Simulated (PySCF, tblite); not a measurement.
# C5H11N3Si: infrared bands, NMR shifts and electronic excitations in gas and solvents

Aim: compute the infrared bands, NMR shifts and electronic excitations of C5H11N3Si (`C[Si](C)(C)c1cnn[nH]1`), and see what a dielectric continuum does where one was used.

The runs use tblite 0.8.0 and PySCF 2.14.0, with density-fitted response routines of our own; the level of theory stands in each step. All values are computed, except where a source is named. Atoms count from 0, in the outputs and in this text.

### Step 1. The molecule as given

20 atoms, charge 0, multiplicity 1; geometry from: force field or distance geometry start.

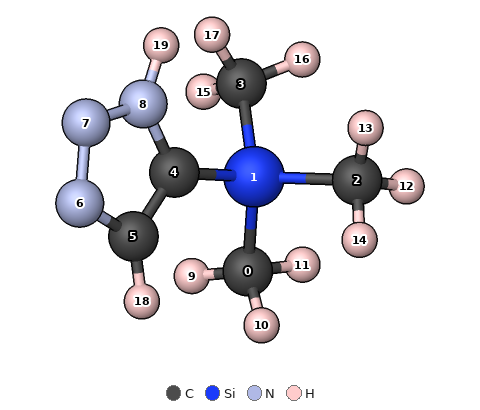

The starting geometry (carbon dark grey, silicon blue, nitrogen light blue, hydrogen pink), atoms numbered.

### Step 2. Relaxing the molecule with GFN2-xTB

Job settings and geometry (Å):

```
{"job": {"kind": "relax", "xc": "GFN2-xTB", "basis": "xTB"}, "charge": 0, "multiplicity": 1}
C     -1.385000     1.139600    -1.184900
Si    -0.532200    -0.091000    -0.061800
C     -1.365600     0.106300     1.608500
C     -0.702900    -1.835100    -0.706400
C      1.270900     0.227600     0.085100
C      1.944400     1.424200    -0.083300
N      3.259200     1.159700     0.107300
N      3.414300    -0.130600     0.380700
N      2.208300    -0.701500     0.357400
H     -1.032700     1.105400    -2.210800
H     -1.347800     2.156900    -0.719500
H     -2.479600     0.818700    -1.119300
H     -2.485800    -0.032300     1.519500
H     -0.917500    -0.561500     2.330200
H     -1.263100     1.191200     1.865000
H     -0.770000    -1.906700    -1.774900
H     -1.585200    -2.336900    -0.231800
H      0.211500    -2.425900    -0.392600
H      1.529500     2.407300    -0.308600
H      2.024100    -1.704600     0.537200
```

Started as:

```console
$ OMP_NUM_THREADS=1 python probes_run.py task.json out
```

This one command runs all jobs of the session in turn.

The program printed:

```text
step      E/eV     max force
  0    -727.56639    2.046
  1    -727.84365    0.821
  2    -727.92291    0.578
  3    -727.97913    0.687
  4    -728.01899    0.528
  5    -728.04489    0.420
  6    -728.07301    0.402
  7    -728.09559    0.325
  8    -728.10777    0.205
  9    -728.11261    0.145
 10    -728.11535    0.135
 11    -728.11763    0.113
 12    -728.11918    0.088
 13    -728.12018    0.070
 14    -728.12127    0.074
 15    -728.12277    0.101
 16    -728.12492    0.162
 17    -728.12752    0.180
 18    -728.12988    0.118
 19    -728.13155    0.110
 20    -728.13286    0.102
 21    -728.13441    0.151
 22    -728.13634    0.146
 23    -728.13834    0.147
 24    -728.14015    0.128
 25    -728.14178    0.137
 26    -728.14315    0.131
 27    -728.14394    0.063
 28    -728.14429    0.050
 29    -728.14458    0.049
 30    -728.14507    0.094
 31    -728.14592    0.121
 32    -728.14710    0.105
 33    -728.14813    0.065
 34    -728.14868    0.047
 35    -728.14897    0.054
 36    -728.14923    0.049
 37    -728.14945    0.034
 38    -728.14964    0.035
 39    -728.14983    0.053
 40    -728.15006    0.057
 41    -728.15030    0.039
 42    -728.15054    0.034
 43    -728.15082    0.045
 44    -728.15126    0.090
 45    -728.15199    0.126
 46    -728.15298    0.125
 47    -728.15398    0.080
 48    -728.15484    0.068
 49    -728.15562    0.087
 50    -728.15661    0.122
 51    -728.15795    0.118
 52    -728.15887    0.109
 53    -728.15410    0.353
 54    -728.15982    0.053
 55    -728.16012    0.042
 56    -728.16068    0.039
 57    -728.16083    0.037
 58    -728.16115    0.028
 59    -728.16125    0.026
 60    -728.16151    0.043
 61    -728.16175    0.061
 62    -728.16222    0.082
 63    -728.16288    0.087
 64    -728.16375    0.076
 65    -728.16439    0.047
 66    -728.16471    0.036
 67    -728.16495    0.036
 68    -728.16533    0.051
 69    -728.16585    0.067
 70    -728.16616    0.081
 71    -728.16654    0.098
 72    -728.16729    0.056
 73    -728.16768    0.038
 74    -728.16825    0.039
 75    -728.16846    0.046
 76    -728.16884    0.042
 77    -728.16917    0.040
 78    -728.16962    0.057
 79    -728.17006    0.061
 80    -728.17036    0.045
 81    -728.17049    0.038
 82    -728.17059    0.017
 83    -728.17062    0.010
 84    -728.17064    0.009
```

It took 0.73 s on 1 thread of Arm Neoverse V1, shared host; peak memory 0.17 GiB.

Step by step: (not every step is listed)

```
step  energy from step 0 (eV)  largest force (eV/Å)
   0                   0.0000                2.0459
   1                  -0.2773                0.8205
   2                  -0.3565                0.5776
   3                  -0.4127                0.6867
   4                  -0.4526                0.5280
   5                  -0.4785                0.4197
   6                  -0.5066                0.4024
   7                  -0.5292                0.3251
   8                  -0.5414                0.2046
  15                  -0.5564                0.1006
  22                  -0.5700                0.1462
  29                  -0.5782                0.0492
  36                  -0.5828                0.0488
  43                  -0.5844                0.0451
  50                  -0.5902                0.1217
  57                  -0.5944                0.0370
  64                  -0.5974                0.0762
  71                  -0.6002                0.0980
  78                  -0.6032                0.0572
  79                  -0.6037                0.0611
  80                  -0.6040                0.0454
  81                  -0.6041                0.0378
  82                  -0.6042                0.0173
  83                  -0.6042                0.0104
  84                  -0.6043                0.0091
```

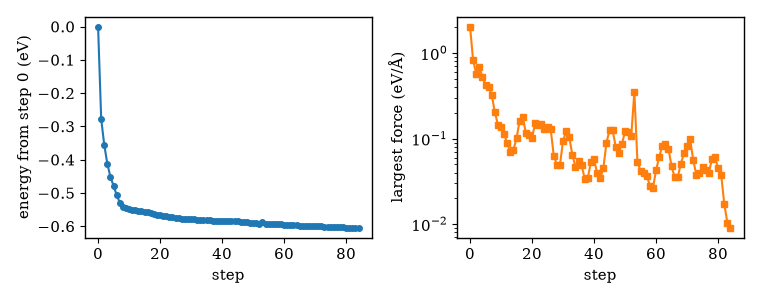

Energy and force, step by step.

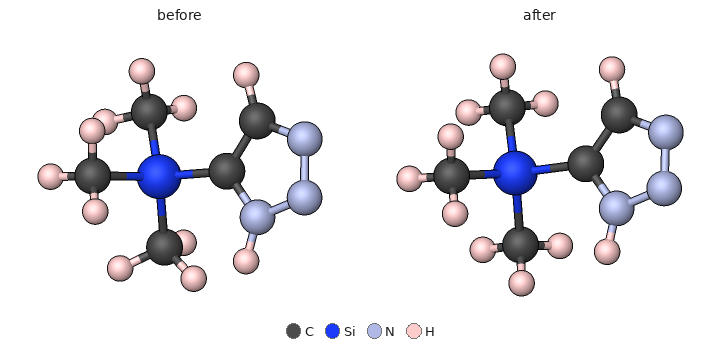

The geometry before (left) and after (right).

Close pairs (by a distance rule), those that changed most:

```
  bond  before (Å)  after (Å)  change (Å)
C0–H11       1.143      1.086      -0.057
 N6–N7       1.328      1.278      -0.050
C2–H12       1.132      1.086      -0.047
C3–H17       1.133      1.087      -0.046
Si1–C4       1.837      1.883      +0.046
Si1–C3       1.867      1.908      +0.041
C3–H16       1.120      1.086      -0.035
C0–H10       1.119      1.085      -0.034
```

The final coordinates are the input of the step that follows.

### Step 3. Harmonic vibrations with GFN2-xTB

Job settings and geometry (Å):

```
{"job": {"kind": "ir", "xc": "GFN2-xTB", "basis": "xTB"}, "charge": 0, "multiplicity": 1}
C     -1.429802     1.136317    -1.208223
Si    -0.598953    -0.106221    -0.032778
C     -1.312760     0.033846     1.730106
C     -0.785305    -1.883648    -0.701107
C      1.239408     0.293979     0.047403
C      1.961367     1.454892    -0.173970
N      3.265079     1.207470     0.032112
N      3.411814    -0.017240     0.365033
N      2.214042    -0.588925     0.383183
H     -0.966560     1.124438    -2.190152
H     -1.360687     2.149435    -0.824851
H     -2.482928     0.906196    -1.338366
H     -2.385259    -0.135116     1.733364
H     -0.865128    -0.689861     2.405590
H     -1.135493     1.021141     2.146876
H     -0.271372    -2.007561    -1.650365
H     -1.831298    -2.124288    -0.865134
H     -0.389165    -2.624186    -0.011690
H      1.612335     2.423048    -0.465803
H      2.105516    -1.563036     0.615736
```

The program printed:

```text
mode    cm-1     km/mol
  1     -10.5      1.06
  2      82.9      4.22
  3      92.9      2.23
  4     105.1      1.32
  5     113.3      0.08
  6     124.4      0.24
  7     164.4      3.36
  8     166.7      3.85
  9     175.5      4.76
 10     247.9      2.72
 11     255.2      3.37
 12     426.1     22.90
 13     626.0      0.04
 14     656.1     17.41
 15     670.2     39.33
 16     701.4     16.85
 17     740.3     17.01
 18     746.6      8.99
 19     778.2      0.07
 20     793.5      4.68
 21     795.5      1.73
 22     835.3      0.69
 23     855.2    196.37
 24     855.3    216.24
 25     862.6    253.30
 26     949.3     21.58
 27     998.3      5.95
 28    1068.1     63.26
 29    1102.0     17.33
 30    1185.8     53.22
 31    1292.7     13.70
 32    1336.9     24.30
 33    1360.3      0.23
 34    1373.8     18.56
 35    1375.1     17.03
 36    1379.1      4.68
 37    1477.1    101.85
 38    1480.1      0.02
 39    1481.7      1.20
 40    1483.1      0.16
 41    1485.2      1.23
 42    1489.4      0.67
 43    1491.9      1.08
 44    3031.7     12.25
 45    3035.6     21.08
 46    3036.0     39.88
 47    3040.5      8.99
 48    3042.7      7.23
 49    3043.5     11.89
 50    3046.7     21.09
 51    3048.7     62.65
 52    3049.6     39.29
 53    3191.0     20.86
 54    3456.1      4.62
```

Wall time 0.91 s (1 thread of Arm Neoverse V1, shared host); peak memory 0.17 GiB.

The strongest bands and the atoms that carry them (share of the mass-weighted mode):

```
cm⁻¹  km/mol                                   atoms
 855   196.4  Si1 23 %, H13 17 %, H17 14 %, H14 10 %
 855   216.2             Si1 21 %, H10 17 %, H9 16 %
 863   253.3  H11 15 %, H12 14 %, H16 14 %, Si1 11 %
1068    63.3             H18 41 %, H19 36 %, N7 12 %
1186    53.2     C4 27 %, N7 21 %, H19 17 %, N6 15 %
1477   101.8                        C4 44 %, C5 28 %
3036    39.9                      H13 45 %, H15 29 %
3049    62.6            H16 33 %, H12 30 %, H11 23 %
```

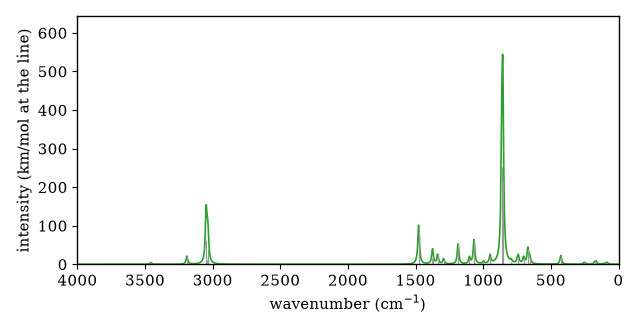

The infrared spectrum from these modes, unscaled. Lines are broadened to a width of 14 cm⁻¹ (Lorentzian).

### Step 4. Relaxing the molecule at PBE0-D3(BJ)/def2-SVP

Job settings and geometry (Å):

```
{"job": {"xc": "PBE0", "basis": "def2-SVP", "d3": "d3bj", "grid": 1, "shake": 0.01, "kind": "geom"}, "charge": 0, "multiplicity": 1}
C     -1.409390     1.110760    -1.204040
Si    -0.604630    -0.110750    -0.034930
C     -1.332960     0.031530     1.721450
C     -0.752080    -1.881390    -0.704630
C      1.236600     0.287300     0.036850
C      1.957460     1.459710    -0.176360
N      3.274660     1.205470     0.032350
N      3.427270    -0.011790     0.359980
N      2.212210    -0.583520     0.402530
H     -0.969260     1.122000    -2.180130
H     -1.369550     2.146520    -0.816030
H     -2.477120     0.907110    -1.331660
H     -2.413540    -0.124900     1.723770
H     -0.881810    -0.687100     2.412600
H     -1.139940     1.010380     2.147140
H     -0.271900    -1.993510    -1.642890
H     -1.829360    -2.113170    -0.867190
H     -0.398420    -2.618350    -0.005860
H      1.610190     2.415220    -0.463510
H      2.080580    -1.556130     0.620650
```

The program printed:

```text
step   0  E = -650.02443249  max force = 0.032722
step   1  E = -650.02941820  max force = 0.008388
step   2  E = -650.02959800  max force = 0.006795
step   3  E = -650.02997507  max force = 0.002515
step   4  E = -650.03002416  max force = 0.001767
step   5  E = -650.03008828  max force = 0.000885
step   6  E = -650.03010232  max force = 0.000998
step   7  E = -650.03011431  max force = 0.000514
step   8  E = -650.03011750  max force = 0.000192
optimisation converged
```

Run time: 2.7 min. Hardware: 1 thread of Arm Neoverse V1, shared host; peak memory 0.9 GiB.

Along the way:

```
step  energy from step 0 (eV)  largest force component (eV/Å)
   0                   0.0000                          1.6826
   1                  -0.1357                          0.4313
   2                  -0.1406                          0.3494
   3                  -0.1508                          0.1293
   4                  -0.1522                          0.0909
   5                  -0.1539                          0.0455
   6                  -0.1543                          0.0513
   7                  -0.1546                          0.0264
   8                  -0.1547                          0.0099
```

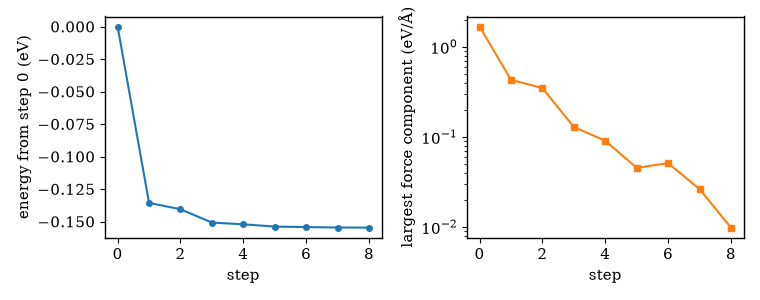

Energy and largest force along the relaxation.

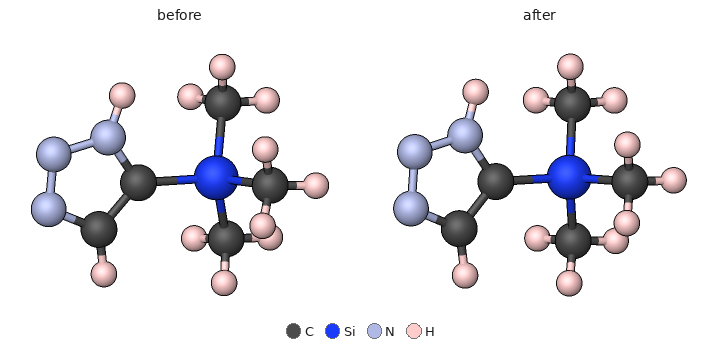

The geometry before (left) and after (right).

Distances of close pairs at the start and the end, largest changes first:

```
  bond  before (Å)  after (Å)  change (Å)
C3–H15       1.060      1.101      +0.041
C5–H18       1.056      1.088      +0.032
 C0–H9       1.071      1.101      +0.030
Si1–C2       1.907      1.878      -0.028
C3–H17       1.075      1.102      +0.027
 N6–N7       1.270      1.290      +0.020
Si1–C3       1.899      1.881      -0.018
C2–H14       1.085      1.101      +0.016
```

The final coordinates are the input of the step that follows.

```
                         at the end point                value
  point group (found at 0.08 Å tolerance)                   C1
rotational constants (GHz, main isotopes)  2.385, 0.893, 0.820
                        dipole moment (D)                 5.12
```

### Step 5. Nuclear shieldings: PBE0/pcSseg-1

Job settings and geometry (Å):

```
{"job": {"kind": "nmr", "xc": "PBE0", "basis": "pcSseg-1"}, "charge": 0, "multiplicity": 1}
C     -1.273766     1.191050    -1.274323
Si    -0.603796    -0.109693    -0.102276
C     -1.517473    -0.067713     1.538232
C     -0.704965    -1.828446    -0.859379
C      1.211607     0.282167     0.194608
C      1.927679     1.470309     0.182971
N      3.225401     1.221720     0.485753
N      3.373535    -0.043840     0.685945
N      2.183902    -0.611524     0.518155
H     -0.734763     1.173973    -2.233914
H     -1.171974     2.200183    -0.844984
H     -2.342853     1.020731    -1.477499
H     -2.590956    -0.270921     1.395782
H     -1.119118    -0.821612     2.235099
H     -1.416911     0.918720     2.016746
H     -0.135425    -1.883642    -1.800203
H     -1.751379    -2.091198    -1.082413
H     -0.316302    -2.601348    -0.176473
H      1.576693     2.478208    -0.029784
H      2.101987    -1.616076     0.621809
```

With the program's defaults for keys left out, this is: GIAO PBE0/pcSseg-1 NMR shielding, non-relativistic, gas phase.

The program printed:

```text
coarse grid: 17064 points
cycle   1  E = -650.1728125756  dE =  1.198e+00  |g| = 6.056e-01  |ddm| = 4.103e+00
cycle   2  E = -650.1131509334  dE =  5.966e-02  |g| = 7.982e-01  |ddm| = 1.153e+00
cycle   3  E = -650.2557842089  dE = -1.426e-01  |g| = 2.028e-01  |ddm| = 7.320e-01
cycle   4  E = -650.2640219170  dE = -8.238e-03  |g| = 5.078e-02  |ddm| = 1.767e-01
cycle   5  E = -650.2646067661  dE = -5.848e-04  |g| = 9.664e-03  |ddm| = 5.136e-02
cycle   6  E = -650.2646248383  dE = -1.807e-05  |g| = 4.410e-03  |ddm| = 1.229e-02
cycle   7  E = -650.2646287373  dE = -3.899e-06  |g| = 9.119e-04  |ddm| = 3.625e-03
final grid: 160040 points
cycle   8  E = -650.3124018007  dE = -3.839e-05  |g| = 8.986e-03  |ddm| = 3.404e-02
cycle   9  E = -650.3123960216  dE =  5.779e-06  |g| = 1.039e-02  |ddm| = 1.531e-02
cycle  10  E = -650.3124210908  dE = -2.507e-05  |g| = 1.535e-03  |ddm| = 8.236e-03
cycle  11  E = -650.3124216488  dE = -5.580e-07  |g| = 3.952e-04  |ddm| = 1.685e-03
cycle  12  E = -650.3124216799  dE = -3.113e-08  |g| = 1.509e-04  |ddm| = 3.846e-04
cycle  13  E = -650.3124216843  dE = -4.321e-09  |g| = 3.121e-05  |ddm| = 1.051e-04
cycle  14  E = -650.3124216844  dE = -1.733e-10  |g| = 1.078e-05  |ddm| = 3.109e-05
converged SCF energy = -650.3124216844

GIAO shielding tensors (ppm)
atom      isotropic    diamagn.    paramagn.     s11        s22        s33       span
  0 C      186.422     255.965     -69.543    182.236    186.101    190.929      8.692
  1 Si     363.231     883.216    -519.984    339.525    370.007    380.162     40.637
  2 C      183.131     255.559     -72.428    179.836    181.098    188.459      8.623
  3 C      186.250     256.168     -69.918    183.906    184.028    190.815      6.909
  4 C       49.136     257.872    -208.736    -26.253     14.003    159.659    185.912
  5 C       41.714     252.728    -211.014    -45.597     50.667    120.072    165.669
  6 N     -126.763     328.289    -455.052   -377.116   -193.435    190.263    567.379
  7 N     -142.735     315.429    -458.165   -410.896   -148.043    130.732    541.628
  8 N        8.505     324.100    -315.595   -153.445     65.702    113.258    266.704
  9 H       30.916      31.594      -0.678     27.077     28.119     37.550     10.473
 10 H       30.667      31.955      -1.288     26.127     28.285     37.590     11.463
 11 H       31.000      30.443       0.557     26.401     28.474     38.125     11.725
 12 H       31.046      30.405       0.641     27.028     27.962     38.149     11.122
 13 H       31.049      31.603      -0.554     26.406     29.173     37.569     11.164
 14 H       30.986      31.409      -0.423     26.455     28.930     37.572     11.117
 15 H       30.971      31.788      -0.816     27.293     28.056     37.565     10.272
 16 H       30.880      30.539       0.341     26.312     28.381     37.946     11.634
 17 H       30.900      32.372      -1.472     26.482     28.535     37.682     11.200
 18 H       23.530      31.589      -8.059     20.433     21.786     28.371      7.937
 19 H       20.728      34.026     -13.298     15.834     20.380     25.969     10.136
```

It took 39 s on 1 thread of Arm Neoverse V1, shared host; peak memory 1 GiB.

The references, computed at this level on geometries of the same kind, shield at (ppm): 1H TMS 31.27, 13C TMS 184.4, 29Si TMS 352.0, 15N NH3 265.7. Their shielding less the atom's gives the shift. The references are single molecules in the gas phase, so shifts against H2O, NH3, PH3, H3PO4 or CFCl3 are not on the usual liquid scales and can be off by tens of ppm. Atoms listed in one row are averaged.

```
                            atoms                                          environment  σ (ppm)  δ (ppm)  δ scaled to CDCl3
                               C5                  aromatic CH next to a ring nitrogen     41.7    142.7              138.1
                               C4  substituted aromatic carbon next to a ring nitrogen     49.1    135.3              130.8
                       C0, C2, C3                           methyl carbon bonded to Si    185.3     -0.9               -1.3
                              H19             hydrogen on a pyrrole-type ring nitrogen    20.73    10.54                  –
                              H18   hydrogen on an aromatic CH next to a ring nitrogen    23.53     7.74               7.55
H9, H10, H11, H12, H13 and 4 more             hydrogen on a methyl carbon bonded to Si    30.94     0.33               0.53
                              Si1                                silicon bonded to 4 C    363.2    -11.2                  –
                               N7                   pyridine-type nitrogen of an azole   -142.7    408.4                  –
                               N6                   pyridine-type nitrogen of an azole   -126.8    392.4                  –
                               N8                           pyrrole-type ring nitrogen      8.5    257.2                  –
```

The scaled column applies a straight-line fit of computed shieldings to shifts measured in CDCl3 (root-mean-square error 0.21 ppm for H, 2.0 ppm for C).

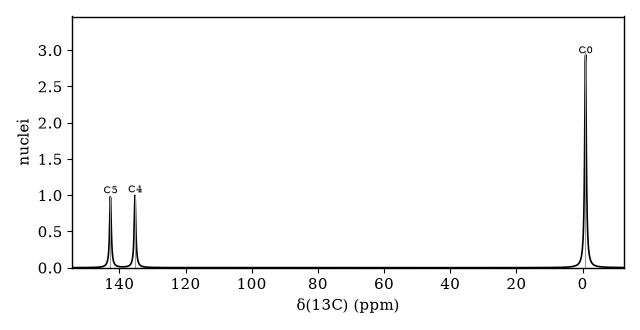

13C lines at the computed shifts, without couplings. Lines are broadened to a width of 0.57 ppm (Lorentzian).

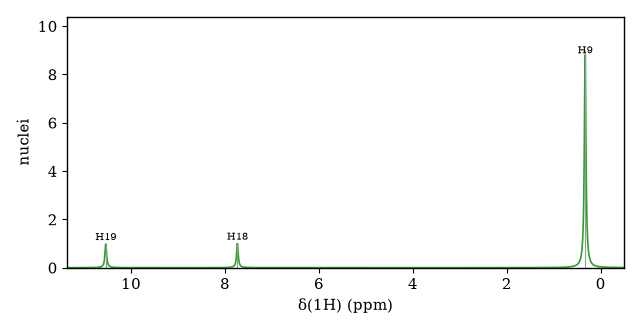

1H lines at the computed shifts, without couplings. Lines are broadened to a width of 0.04 ppm (Lorentzian).

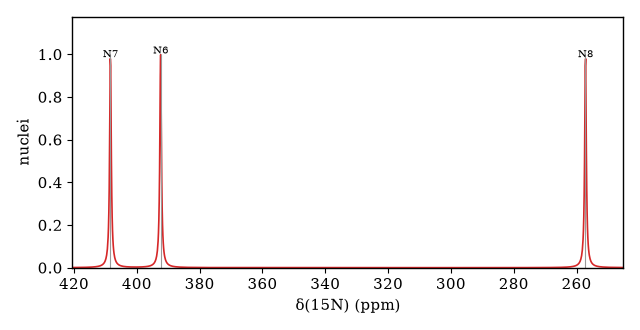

15N lines at the computed shifts, without couplings. Lines are broadened to a width of 0.60 ppm (Lorentzian).

The run also stored atomic charges by several schemes (e):

```
     atoms  Mulliken    IAO  Hirshfeld  ESP fit
C0, C2, C3     -0.62  -0.72      -0.21    -0.76
       Si1      0.96   1.10       0.41     0.94
        C4     -0.13  -0.27      -0.08    -0.32
        C5      0.01  -0.11      -0.04     0.15
        N6     -0.26  -0.19      -0.15    -0.29
        N7     -0.05  -0.11      -0.09    -0.29
        N8     -0.26  -0.11      -0.02     0.24
```

IAO charges:

C0 -0.72; Si1 1.10; C2 -0.72; C3 -0.72; C4 -0.27; C5 -0.11; N6 -0.19; N7 -0.11; N8 -0.11; H9 0.16; H10 0.15; H11 0.15; H12 0.15; H13 0.15; H14 0.16; H15 0.16; H16 0.16; H17 0.14; H18 0.16; H19 0.30

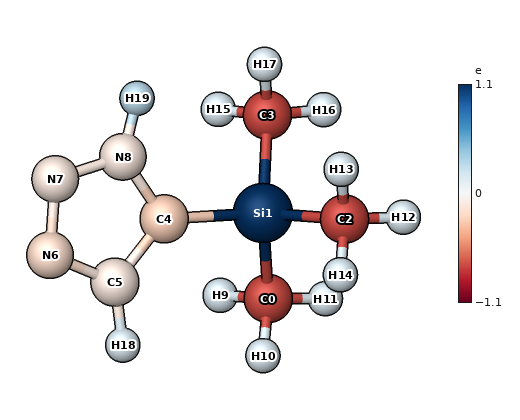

IAO charges, as colours on the atoms.

Mayer bond orders: C0–Si1 0.99, Si1–C2 1.00, Si1–C3 0.98, Si1–C4 0.79, C4–C5 1.45, C5–N6 1.37, N6–N7 1.47, N7–N8 1.19, N8–C4 1.08.

Ring of atoms C4, C5, N6, N7, N8: NICS(0) -13.9, NICS(1) -13.9, NICS(1)zz -35.8 ppm (means of both faces).

[end of part 1 of 2]
